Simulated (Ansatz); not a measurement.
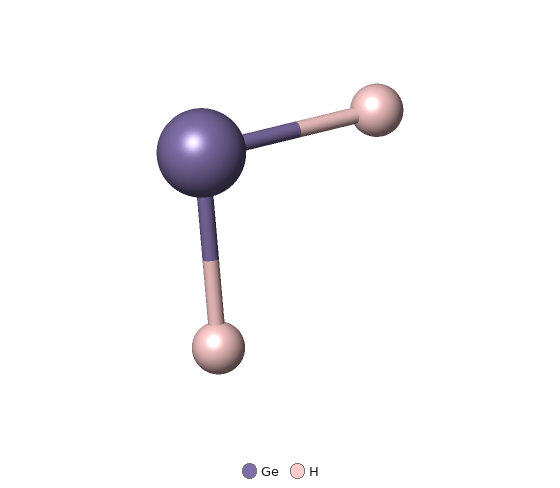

Harmonic vibrations computed with RKS PBE0-D4/def2-TZVP (Ansatz 0.2.0) at a stationary point of the same level.

### Is this a minimum or a saddle point?

A minimum: no imaginary frequency, and the lowest mode lies at 934 cm⁻¹.

### How many vibrational modes are there, and where do they lie?

3 modes: 934, 1928, 1937 cm⁻¹.
